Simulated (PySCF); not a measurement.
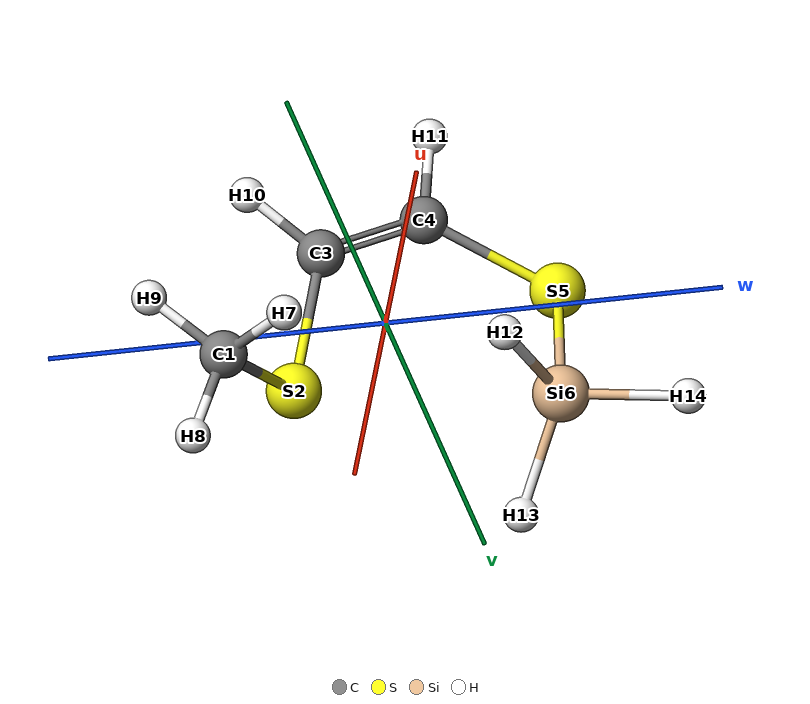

The lines u, v and w are the principal axes of the static dipole polarisability. The computed structure is the end point of a PBE0-D3(BJ)/def2-SVP optimisation. No frequency run is at hand to confirm it as a minimum. Level of theory: PBE0/aug-cc-pVDZ (PySCF 2.14.0).

Question: Along which axis is the molecule most polarisable, and along which least?

Answer: Most along w (close to the long direction C1···S5), least along u.

Question: Give the three principal values.

Answer: u 84.3, v 112.0, w 136.5 bohr³; mean 111.0, anisotropy 45.2 bohr³.
